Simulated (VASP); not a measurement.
Band structure of PdIn (CsCl type). Method: PBE GGA with D3 dispersion (zero damping), VASP's PBE PAW potentials (set 64) (plane waves; VASP).

Unless said otherwise, spin-orbit coupling is left out, though it shifts the bands of the heavy elements here.

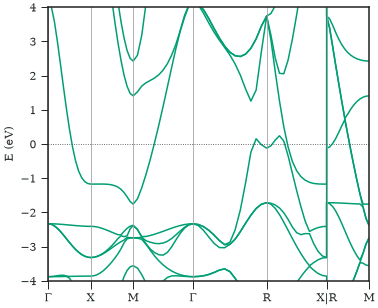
Bands along high-symmetry lines, zero at the valence-band maximum or, without a gap, the Fermi level

Task: Read the plot: is there a gap, and where are the band edges?

Result: It has no gap at this level: it comes out as a metal or semimetal. (Edges off the drawn lines would not show.)

The compound is PdIn in the CsCl type structure. It was relaxed first. The electron count is odd and the run is not spin-polarised, which forces a metal.
